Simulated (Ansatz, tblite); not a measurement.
# The cluster B3H−: a ladder of methods and basis sets, part 1 of 2

How do method and basis change the picture of the cluster B3H− (doublet)?

Method: as each input shows; program: Ansatz 0.2.0, Gaussian basis.

Levels to be run: GFN1-xTB, GFN2-xTB, PBE-D4/def2-TZVPD, r2SCAN-D4/def2-TZVPD, BHLYP-D4/def2-TZVPD, HF/def2-TZVPD, ωB97M-V/def2-TZVPD, B2PLYP/def2-TZVPD, revPBE-D4/def2-TZVPD, PBE+5HF/def2-TZVPD, PBE+10HF/def2-TZVPD, PBE+15HF/def2-TZVPD, PBE+35HF/def2-TZVPD, PBE+50HF/def2-TZVPD, PBE-D4/def2-SVPD, PBE0-D4/def2-SVPD, HF/STO-3G, CCSD(T)/def2-TZVPPD, MP2/def2-TZVPD, RPA/def2-TZVPD.

## (1) The structure

The geometry is that of the doublet, from an earlier relaxation (PBE-D4/def2-TZVPD). At that level it is the lowest of the isomers that a small search found.

4 atoms, charge -1, spin multiplicity 2.

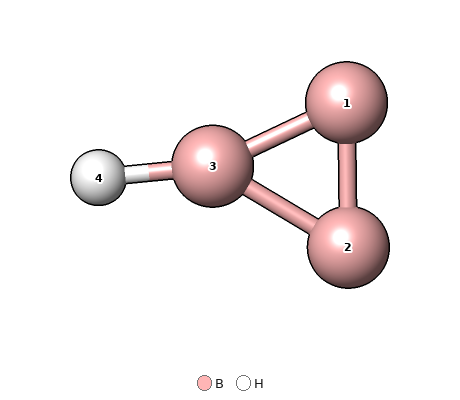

The structure; boron pink, hydrogen white; atoms are numbered from 1 in the order of the file.

Geometry (Å):

```xyz
4
B3H
B     0.7489    0.1266    0.9923
B    -0.7343    0.4804    0.9348
B     0.0650   -0.1391   -0.3874
H    -0.0796   -0.4680   -1.5397
```

The ion is computed in the gas phase, without counter-ions or solvent.

PBE0-D4/def2-TZVPD was run before; its log isn't repeated, and its numbers join the tables.

## (2) GFN1-xTB

Tight binding, by tblite at 300 K electronic temperature and without a spin-polarisation term:

```python
tblite.interface.Calculator('GFN1-xTB', numbers, positions, charge=-1, uhf=1).singlepoint()
```

Energy -130.3749 eV; 0.001 s.

## (3) GFN2-xTB

Tight binding, by tblite at 300 K electronic temperature and without a spin-polarisation term:

```python
tblite.interface.Calculator('GFN2-xTB', numbers, positions, charge=-1, uhf=1).singlepoint()
```

Energy -110.2338 eV; 0.001 s.

## (4) PBE-D4/def2-TZVPD

start.molden holds the orbitals of an earlier run on this state, given as this run's starting guess.

in.yaml reads:

```yaml
crystal:
  periodic: [false, false, false]
  atoms:
    - {symbol: B, position_ang: [0.748923, 0.126644, 0.992319]}
    - {symbol: B, position_ang: [-0.734264, 0.480439, 0.934787]}
    - {symbol: B, position_ang: [0.064962, -0.139061, -0.387361]}
    - {symbol: H, position_ang: [-0.079611, -0.468023, -1.539745]}
basis:
  gaussian: {orbitals: def2-TZVPD, initial_orbitals: start.molden}
total_charge: -1
magnetization: {spin_polarized: true, initial_magnetization: 1}
hamiltonian: {xc: pbe, dispersion: d4}
scf: {omitted_lower_state_checks: [starts]}
output: {orbitals: {seedname: orbitals}}
```

Started as:

```bash
$ ansatz run in.yaml --threads 4 --pin off --events-out ev --progress --plain --max-ram 3916MiB
```

Standard output:

```text
Functional definition: PBE
  name "PBE"
  cite "Perdew, Burke & Ernzerhof, Phys. Rev. Lett. 77, 3865 (1996) doi:10.1103/PhysRevLett.77.3865"
  parent pbe
  parameter kappa = 0.804
  parameter beta = 0.06672455060314922
  exchange = pbe_x(kappa = kappa, mu = beta*pi^2/3)
  correlation = pbe_c(beta = beta)
these checks for a lower state are left out or cut short: starts
546 factors; their error is unknown
mean field evaluation 1: about -2038.3751 eV, gradient 3.5e0 eV
mean field evaluation 2: about -2038.4240 eV, gradient 7.4e-2 eV
mean field evaluation 4: about -2038.4174 eV, gradient 1.7e-3 eV
mean field evaluation 8: about -2038.4174 eV, gradient 3.7e-5 eV
mean field -2038.41740023 eV, -74.9104577694 hartree, gradient 3.7e-5 eV, S^2 0.765835; 0 other end points of the search recorded, 0 dependent functions left out
reference -2038.41744117 eV, -74.9104592740 hartree; 9, 8 occupied and 111, 112 virtual orbitals, 546 factors
Total energy: -2038.49729100 eV, -74.9133937013 hartree
Checks for a lower state left out: starts
```

Run time: 1 s. Hardware: 4 threads of Arm Neoverse V2, shared host.

HOMO 0.80 eV, LUMO 2.11 eV (over both spins); ⟨S²⟩ 0.766 (pure: 0.75). Doubts: highest occupied level lies above zero.

## (5) r2SCAN-D4/def2-TZVPD

Edit in.yaml of step 4 so:

```diff
@@ -11,3 +11,3 @@
 magnetization: {spin_polarized: true, initial_magnetization: 1}
-hamiltonian: {xc: pbe, dispersion: d4}
+hamiltonian: {xc: r2scan, dispersion: d4}
 scf: {omitted_lower_state_checks: [starts]}
```

Launched as before.

Standard output:

```text
Functional definition: r2SCAN
  name "r2SCAN"
  cite "Furness, Kaplan, Ning, Perdew & Sun, J. Phys. Chem. Lett. 11, 8208 (2020) doi:10.1021/acs.jpclett.0c02405"
  cite "Furness, Kaplan, Ning, Perdew & Sun, J. Phys. Chem. Lett. 11, 9248 (2020) doi:10.1021/acs.jpclett.0c03077"
  parent r2scan
  parameter k0 = 0.174
  parameter k1 = 0.065
  parameter a1 = 4.9479
  exchange = r2scan_x(k0 = k0, k1 = k1, a1 = a1)
  correlation = r2scan_c
these checks for a lower state are left out or cut short: starts
546 factors; their error is unknown
mean field evaluation 1: about -2040.3635 eV, gradient 2.2e0 eV
mean field evaluation 2: about -2040.3809 eV, gradient 2.3e-2 eV
mean field evaluation 4: about -2040.3774 eV, gradient 3.0e-4 eV
mean field evaluation 8: about -2040.3774 eV, gradient 2.6e-5 eV
mean field -2040.37741036 eV, -74.9824868132 hartree, gradient 5.1e-5 eV, S^2 0.793654; 0 other end points of the search recorded, 0 dependent functions left out
reference -2040.37743501 eV, -74.9824877190 hartree; 9, 8 occupied and 111, 112 virtual orbitals, 546 factors
Total energy: -2040.39414566 eV, -74.9831018243 hartree
Checks for a lower state left out: starts
```

Wall time 2 s (4 threads of Arm Neoverse V2, shared host).

HOMO 0.49 eV, LUMO 2.59 eV (over both spins); ⟨S²⟩ 0.794 (pure: 0.75). Doubts: highest occupied level lies above zero.

## (6) BHLYP-D4/def2-TZVPD

Edit in.yaml of step 5 so:

```diff
@@ -11,4 +11,4 @@
 magnetization: {spin_polarized: true, initial_magnetization: 1}
-hamiltonian: {xc: r2scan, dispersion: d4}
+hamiltonian: {xc: {name: BHLYP}, dispersion: d4}
 scf: {omitted_lower_state_checks: [starts]}
-output: {orbitals: {seedname: orbitals}}
+output: {forces: true, orbitals: {seedname: orbitals}}
```

Launched as before.

Standard output:

```text
Functional definition: BHLYP
  name "BHLYP"
  cite "Becke, J. Chem. Phys. 98, 1372 (1993) doi:10.1063/1.464304"
  cite "Becke, Phys. Rev. A 38, 3098 (1988) doi:10.1103/PhysRevA.38.3098"
  cite "Lee, Yang & Parr, Phys. Rev. B 37, 785 (1988) doi:10.1103/PhysRevB.37.785"
  parameter a = 0.5
  exchange = (1 - a)*b88_x + a*exact_x
  correlation = lyp_c
these checks for a lower state are left out or cut short: starts
672 factors; their error is unknown
mean field evaluation 1: about -2040.1825 eV, gradient 2.6e0 eV
mean field evaluation 2: about -2040.2157 eV, gradient 5.0e-2 eV
mean field evaluation 4: about -2040.2293 eV, gradient 7.5e-4 eV
mean field evaluation 8: about -2040.2293 eV, gradient 3.1e-5 eV
mean field -2040.22930027 eV, -74.9770438678 hartree, gradient 3.1e-5 eV, S^2 0.802820; 0 other end points of the search recorded, 0 dependent functions left out
the calculation of the forces begins
reference -2040.22944389 eV, -74.9770491459 hartree; 9, 8 occupied and 111, 112 virtual orbitals, 672 factors
Total energy: -2040.33269306 eV, -74.9808434829 hartree
Atom 0 at     0.748923     0.126644     0.992319 Å, force    -0.937420     0.116005    -0.375882 eV/Å
Atom 1 at    -0.734264     0.480439     0.934787 Å, force     0.757880    -0.175530     0.045972 eV/Å
Atom 2 at     0.064962    -0.139061    -0.387361 Å, force     0.123937    -0.061469    -0.095862 eV/Å
Atom 3 at    -0.079611    -0.468023    -1.539745 Å, force     0.055603     0.120993     0.425772 eV/Å
Dipole moment:    -0.005091    -0.098027    -0.313331 e Å
Checks for a lower state left out: starts
```

Run time: 2.1 s. Hardware: 4 threads of Arm Neoverse V2, shared host.

HOMO -1.26 eV, LUMO 3.54 eV (over both spins); ⟨S²⟩ 0.803 (pure: 0.75).

## (7) HF/def2-TZVPD

Edit in.yaml of step 6 so:

```diff
@@ -11,4 +11,4 @@
 magnetization: {spin_polarized: true, initial_magnetization: 1}
-hamiltonian: {xc: {name: BHLYP}, dispersion: d4}
+hamiltonian: {xc: hf}
 scf: {omitted_lower_state_checks: [starts]}
-output: {forces: true, orbitals: {seedname: orbitals}}
+output: {orbitals: {seedname: orbitals}}
```

Launched as before.

Standard output:

```text
Functional definition: HF
  name "HF"
  cite "Fock, Z. Phys. 61, 126 (1930) doi:10.1007/BF01340294"
  parent pbe
  exchange = exact_x
  correlation = 0
these checks for a lower state are left out or cut short: starts
762 factors; their error is unknown
mean field evaluation 1: about -2026.2710 eV, gradient 9.7e0 eV
mean field evaluation 2: about -2026.7186 eV, gradient 5.7e-1 eV
mean field evaluation 4: about -2026.7551 eV, gradient 2.6e-1 eV
mean field evaluation 8: about -2026.7917 eV, gradient 2.4e-3 eV
mean field -2026.79173271 eV, -74.4832223684 hartree, gradient 4.2e-5 eV, S^2 1.117602; 0 other end points of the search recorded, 0 dependent functions left out
reference -2026.79173271 eV, -74.4832223684 hartree; 9, 8 occupied and 111, 112 virtual orbitals, 762 factors
Total energy: -2026.79173271 eV, -74.4832223684 hartree
Checks for a lower state left out: starts
```

It took 0.6 s on 4 threads of Arm Neoverse V2, shared host.

Report: HOMO -2.76 eV, LUMO 4.62 eV (over both spins); ⟨S²⟩ 1.118 (pure: 0.75). Doubts: spin contamination.

## (8) ωB97M-V/def2-TZVPD

Edit in.yaml of step 7 so:

```diff
@@ -11,3 +11,3 @@
 magnetization: {spin_polarized: true, initial_magnetization: 1}
-hamiltonian: {xc: hf}
+hamiltonian: {xc: {name: wB97M-V}}
 scf: {omitted_lower_state_checks: [starts]}
```

Launched as before.

Standard output:

```text
Functional definition: wB97M-V
  name "wB97M-V"
  cite "Mardirossian & Head-Gordon, J. Chem. Phys. 144, 214110 (2016) doi:10.1063/1.4952647"
  cite "Becke, J. Chem. Phys. 107, 8554 (1997) doi:10.1063/1.475007"
  cite "Vydrov & Van Voorhis, J. Chem. Phys. 133, 244103 (2010) doi:10.1063/1.3521275"
  # Of w^i u^j: cxij and so on, Table III.
  parameter omega = 0.3/bohr
  parameter cx = 0.15
  parameter cx01 = 1.007
  parameter cx10 = 0.259
  parameter css00 = 0.443
  parameter css04 = -1.437
  parameter css10 = -4.535
  parameter css20 = -3.390
  parameter css43 = 4.278
  parameter cos00 = 1.000
  parameter cos10 = 1.358
  parameter cos20 = 2.924
  parameter cos21 = -8.812
  parameter cos60 = -1.390
  parameter cos61 = 9.142
  parameter b = 6.0
  parameter c = 0.01
  gx(w, u) = 1 - cx + cx01*u + cx10*w
  gss(w, u) = css00 + css04*u^4 + css10*w + css20*w^2 + css43*w^4*u^3
  gos(w, u) = cos00 + cos10*w + (cos20 + cos21*u)*w^2 + (cos60 + cos61*u)*w^6
  exchange = spin_sum(e_x_unif_sr(omega)*gx(b97_w, b97_u_x)) + cx*exact_x_sr(omega) + exact_x_lr(omega)
  correlation = spin_sum(e_c_pw_mod_same_spin*gss(b97_w, b97_u_same))
      + integral(e_c_pw_mod_opposite_spin*gos(b97_w_opposite, b97_u_opposite)) + vv10(b, c)
these checks for a lower state are left out or cut short: starts
546 factors; their error is unknown
219 factors; integrals over basis functions are off by at most 2.6e-5 eV
mean field evaluation 1: about -2040.4118 eV, gradient 4.6e0 eV
mean field evaluation 2: about -2040.4789 eV, gradient 8.8e-2 eV
mean field evaluation 4: about -2040.4789 eV, gradient 2.5e-3 eV
mean field evaluation 8: about -2040.4789 eV, gradient 3.3e-5 eV
mean field -2040.47891737 eV, -74.9862171271 hartree, gradient 3.3e-5 eV, S^2 0.769913; 0 other end points of the search recorded, 0 dependent functions left out
reference -2040.47896511 eV, -74.9862188813 hartree; 9, 8 occupied and 111, 112 virtual orbitals, 546 factors
Total energy: -2040.47896511 eV, -74.9862188813 hartree
Checks for a lower state left out: starts
```

Wall time 6.5 s (4 threads of Arm Neoverse V2, shared host).

Report: HOMO -2.10 eV, LUMO 3.88 eV (over both spins); ⟨S²⟩ 0.770 (pure: 0.75).

## (9) B2PLYP/def2-TZVPD

Edit in.yaml of step 8 so:

```diff
@@ -11,4 +11,3 @@
 magnetization: {spin_polarized: true, initial_magnetization: 1}
-hamiltonian: {xc: {name: wB97M-V}}
+hamiltonian: {xc: {name: B2PLYP}}
 scf: {omitted_lower_state_checks: [starts]}
-output: {orbitals: {seedname: orbitals}}
```

Launched as before.

Standard output:

```text
Functional definition: B2PLYP
  name "B2PLYP"
  cite "Grimme, J. Chem. Phys. 124, 034108 (2006) doi:10.1063/1.2148954"
  cite "Becke, Phys. Rev. A 38, 3098 (1988) doi:10.1103/PhysRevA.38.3098"
  cite "Lee, Yang & Parr, Phys. Rev. B 37, 785 (1988) doi:10.1103/PhysRevB.37.785"
  parameter a = 0.53
  parameter c = 0.27
  exchange = (1 - a)*b88_x + a*exact_x
  correlation = (1 - c)*lyp_c + c*(mp2_os + mp2_ss)
these checks for a lower state are left out or cut short: starts
760 factors; integrals over basis functions are off by at most 1.1e-3 eV
mean field evaluation 1: about -2036.5017 eV, gradient 3.0e0 eV
mean field evaluation 2: about -2036.5497 eV, gradient 8.6e-2 eV
mean field evaluation 4: about -2036.5883 eV, gradient 5.6e-3 eV
mean field evaluation 8: about -2036.5883 eV, gradient 1.8e-6 eV
mean field -2036.58825352 eV, -74.8432378679 hartree, gradient 1.8e-6 eV, S^2 0.826081; 0 other end points of the search recorded, 0 dependent functions left out
3 core orbitals not correlated: weight in the atoms' cores, before any rotation towards them, 1.000 or more for the frozen orbitals, at most 0.000 for the correlated occupied ones
reference -2036.58838753 eV, -74.8432427925 hartree; 6, 5 occupied and 111, 112 virtual orbitals, 760 factors
second order -10.49772451 eV of doubles, -0.00000000 eV of singles
Total energy: -2039.42277315 eV, -74.9474045428 hartree
Checks for a lower state left out: starts
```

It took 1.6 s on 4 threads of Arm Neoverse V2, shared host.

Report: ⟨S²⟩ 0.826 (pure: 0.75).

## (10) revPBE-D4/def2-TZVPD

Edit in.yaml of step 9 so:

```diff
@@ -11,3 +11,4 @@
 magnetization: {spin_polarized: true, initial_magnetization: 1}
-hamiltonian: {xc: {name: B2PLYP}}
+hamiltonian: {xc: {name: revPBE}, dispersion: d4}
 scf: {omitted_lower_state_checks: [starts]}
+output: {orbitals: {seedname: orbitals}}
```

Launched as before.

Standard output:

```text
Functional definition: revPBE
  name "revPBE"
  cite "Zhang & Yang, Phys. Rev. Lett. 80, 890 (1998) doi:10.1103/PhysRevLett.80.890"
  cite "Perdew, Burke & Ernzerhof, Phys. Rev. Lett. 77, 3865 (1996) doi:10.1103/PhysRevLett.77.3865"
  parameter kappa = 1.245
  parameter beta = 0.06672455060314922
  exchange = pbe_x(kappa = kappa, mu = beta*pi^2/3)
  correlation = pbe_c(beta = beta)
these checks for a lower state are left out or cut short: starts
546 factors; their error is unknown
mean field evaluation 1: about -2041.3533 eV, gradient 3.6e0 eV
mean field evaluation 2: about -2041.3895 eV, gradient 8.2e-2 eV
mean field evaluation 4: about -2041.3829 eV, gradient 1.1e-3 eV
mean field evaluation 8: about -2041.3829 eV, gradient 4.4e-5 eV
mean field -2041.38294008 eV, -75.0194393488 hartree, gradient 4.4e-5 eV, S^2 0.767513; 0 other end points of the search recorded, 0 dependent functions left out
reference -2041.38299043 eV, -75.0194411992 hartree; 9, 8 occupied and 111, 112 virtual orbitals, 546 factors
Total energy: -2041.63475495 eV, -75.0286933745 hartree
Checks for a lower state left out: starts
```

It took 0.95 s on 4 threads of Arm Neoverse V2, shared host.

Report: HOMO 0.83 eV, LUMO 2.19 eV (over both spins); ⟨S²⟩ 0.768 (pure: 0.75). Doubts: highest occupied level lies above zero.

## (11) PBE+5HF/def2-TZVPD

Edit in.yaml of step 10 so:

```diff
@@ -11,3 +11,3 @@
 magnetization: {spin_polarized: true, initial_magnetization: 1}
-hamiltonian: {xc: {name: revPBE}, dispersion: d4}
+hamiltonian: {xc: {text: "exchange = 0.95*pbe_x + 0.05*exact_x\ncorrelation = pbe_c"}}
 scf: {omitted_lower_state_checks: [starts]}
```

The command is unchanged.

Standard output:

```text
Functional definition: unnamed
  exchange = 0.95*pbe_x + 0.05*exact_x
  correlation = pbe_c
these checks for a lower state are left out or cut short: starts
546 factors; their error is unknown
mean field evaluation 1: about -2038.4280 eV, gradient 2.8e0 eV
mean field evaluation 2: about -2038.4593 eV, gradient 5.1e-2 eV
mean field evaluation 4: about -2038.4544 eV, gradient 7.8e-4 eV
mean field evaluation 8: about -2038.4544 eV, gradient 4.5e-5 eV
mean field -2038.45444267 eV, -74.9118190540 hartree, gradient 4.5e-5 eV, S^2 0.768848; 0 other end points of the search recorded, 0 dependent functions left out
reference -2038.45448169 eV, -74.9118204879 hartree; 9, 8 occupied and 111, 112 virtual orbitals, 546 factors
Total energy: -2038.45448169 eV, -74.9118204879 hartree
Checks for a lower state left out: starts
```

It took 1.1 s on 4 threads of Arm Neoverse V2, shared host.

From the report: HOMO 0.58 eV, LUMO 2.29 eV (over both spins); ⟨S²⟩ 0.769 (pure: 0.75). Doubts: highest occupied level lies above zero.

## (12) PBE+10HF/def2-TZVPD

Edit in.yaml of step 11 so:

```diff
@@ -11,3 +11,3 @@
 magnetization: {spin_polarized: true, initial_magnetization: 1}
-hamiltonian: {xc: {text: "exchange = 0.95*pbe_x + 0.05*exact_x\ncorrelation = pbe_c"}}
+hamiltonian: {xc: {text: "exchange = 0.90*pbe_x + 0.10*exact_x\ncorrelation = pbe_c"}}
 scf: {omitted_lower_state_checks: [starts]}
```

The command is unchanged.

Standard output:

```text
Functional definition: unnamed
  exchange = 0.90*pbe_x + 0.10*exact_x
  correlation = pbe_c
these checks for a lower state are left out or cut short: starts
546 factors; their error is unknown
mean field evaluation 1: about -2038.4809 eV, gradient 2.1e0 eV
mean field evaluation 2: about -2038.4985 eV, gradient 3.4e-2 eV
mean field evaluation 4: about -2038.4956 eV, gradient 5.3e-4 eV
mean field evaluation 8: about -2038.4956 eV, gradient 1.9e-5 eV
mean field -2038.49555691 eV, -74.9133299744 hartree, gradient 4.3e-5 eV, S^2 0.772277; 0 other end points of the search recorded, 0 dependent functions left out
reference -2038.49559416 eV, -74.9133313435 hartree; 9, 8 occupied and 111, 112 virtual orbitals, 546 factors
Total energy: -2038.49559416 eV, -74.9133313435 hartree
Checks for a lower state left out: starts
```

It took 1.1 s on 4 threads of Arm Neoverse V2, shared host.

HOMO 0.37 eV, LUMO 2.47 eV (over both spins); ⟨S²⟩ 0.772 (pure: 0.75). Doubts: highest occupied level lies above zero.

## (13) PBE+15HF/def2-TZVPD

Edit in.yaml of step 12 so:

```diff
@@ -11,3 +11,3 @@
 magnetization: {spin_polarized: true, initial_magnetization: 1}
-hamiltonian: {xc: {text: "exchange = 0.90*pbe_x + 0.10*exact_x\ncorrelation = pbe_c"}}
+hamiltonian: {xc: {text: "exchange = 0.85*pbe_x + 0.15*exact_x\ncorrelation = pbe_c"}}
 scf: {omitted_lower_state_checks: [starts]}
```

Same command.

Standard output:

```text
Functional definition: unnamed
  exchange = 0.85*pbe_x + 0.15*exact_x
  correlation = pbe_c
these checks for a lower state are left out or cut short: starts
546 factors; their error is unknown
mean field evaluation 1: about -2038.5338 eV, gradient 1.4e0 eV
mean field evaluation 2: about -2038.5416 eV, gradient 1.6e-2 eV
mean field evaluation 4: about -2038.5407 eV, gradient 2.1e-4 eV
mean field evaluation 8: about -2038.5407 eV, gradient 2.2e-5 eV
mean field -2038.54069465 eV, -74.9149887558 hartree, gradient 2.2e-5 eV, S^2 0.776171; 0 other end points of the search recorded, 0 dependent functions left out
reference -2038.54073024 eV, -74.9149900637 hartree; 9, 8 occupied and 111, 112 virtual orbitals, 546 factors
Total energy: -2038.54073024 eV, -74.9149900637 hartree
Checks for a lower state left out: starts
```

It took 1.1 s on 4 threads of Arm Neoverse V2, shared host.

Report: HOMO 0.15 eV, LUMO 2.64 eV (over both spins); ⟨S²⟩ 0.776 (pure: 0.75). Doubts: highest occupied level lies above zero.

## (14) PBE+35HF/def2-TZVPD

Edit in.yaml of step 13 so:

```diff
@@ -11,3 +11,3 @@
 magnetization: {spin_polarized: true, initial_magnetization: 1}
-hamiltonian: {xc: {text: "exchange = 0.85*pbe_x + 0.15*exact_x\ncorrelation = pbe_c"}}
+hamiltonian: {xc: {text: "exchange = 0.65*pbe_x + 0.35*exact_x\ncorrelation = pbe_c"}}
 scf: {omitted_lower_state_checks: [starts]}
```

Same command.

Standard output:

```text
Functional definition: unnamed
  exchange = 0.65*pbe_x + 0.35*exact_x
  correlation = pbe_c
these checks for a lower state are left out or cut short: starts
615 factors; their error is unknown
mean field evaluation 1: about -2038.7455 eV, gradient 1.4e0 eV
mean field evaluation 2: about -2038.7535 eV, gradient 1.4e-2 eV
mean field evaluation 4: about -2038.7608 eV, gradient 1.7e-4 eV
mean field evaluation 8: about -2038.7608 eV, gradient 9.5e-6 eV
mean field -2038.76075281 eV, -74.9230757442 hartree, gradient 3.2e-5 eV, S^2 0.797821; 0 other end points of the search recorded, 0 dependent functions left out
reference -2038.76078125 eV, -74.9230767892 hartree; 9, 8 occupied and 111, 112 virtual orbitals, 615 factors
Total energy: -2038.76078125 eV, -74.9230767892 hartree
Checks for a lower state left out: starts
```

Run time: 1.9 s. Hardware: 4 threads of Arm Neoverse V2, shared host.

Report: HOMO -0.73 eV, LUMO 3.28 eV (over both spins); ⟨S²⟩ 0.798 (pure: 0.75).

## (15) PBE+50HF/def2-TZVPD

Edit in.yaml of step 14 so:

```diff
@@ -11,3 +11,3 @@
 magnetization: {spin_polarized: true, initial_magnetization: 1}
-hamiltonian: {xc: {text: "exchange = 0.65*pbe_x + 0.35*exact_x\ncorrelation = pbe_c"}}
+hamiltonian: {xc: {text: "exchange = 0.50*pbe_x + 0.50*exact_x\ncorrelation = pbe_c"}}
 scf: {omitted_lower_state_checks: [starts]}
```

The command is unchanged.

Standard output:

```text
Functional definition: unnamed
  exchange = 0.50*pbe_x + 0.50*exact_x
  correlation = pbe_c
these checks for a lower state are left out or cut short: starts
672 factors; their error is unknown
mean field evaluation 1: about -2038.9043 eV, gradient 3.5e0 eV
mean field evaluation 2: about -2038.9524 eV, gradient 8.0e-2 eV
mean field evaluation 4: about -2038.9665 eV, gradient 5.7e-3 eV
mean field evaluation 8: about -2038.9665 eV, gradient 6.7e-5 eV
mean field -2038.96648701 eV, -74.9306363364 hartree, gradient 8.4e-6 eV, S^2 0.823147; 0 other end points of the search recorded, 0 dependent functions left out
reference -2038.96650860 eV, -74.9306371301 hartree; 9, 8 occupied and 111, 112 virtual orbitals, 672 factors
Total energy: -2038.96650860 eV, -74.9306371301 hartree
Checks for a lower state left out: starts
```

Wall time 2 s (4 threads of Arm Neoverse V2, shared host).

Report: HOMO -1.42 eV, LUMO 3.69 eV (over both spins); ⟨S²⟩ 0.823 (pure: 0.75).

(Continued in part 2 of 2.)
